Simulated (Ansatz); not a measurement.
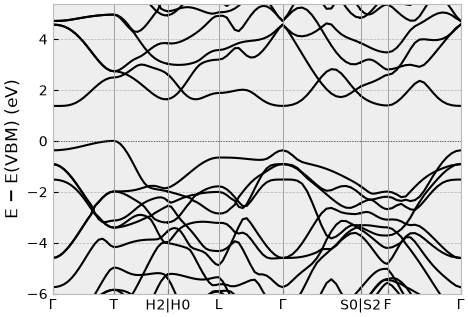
Fig. 1. Band structure from DFT-PBE+D3(BJ) in the program Ansatz with PAW potentials

**Question.** Read off the gap and where the band edges lie.

**Answer.** About 1.4 eV (1.37 eV by a search for the band edges); maximum at T, minimum on the Γ–T line, 10 % of the way from Γ.

The material is B (α-B12, R-3m).

Symmetry was held in the PBE+D3(BJ) relaxation.

Potentials: the later of the program's two PAW sets.
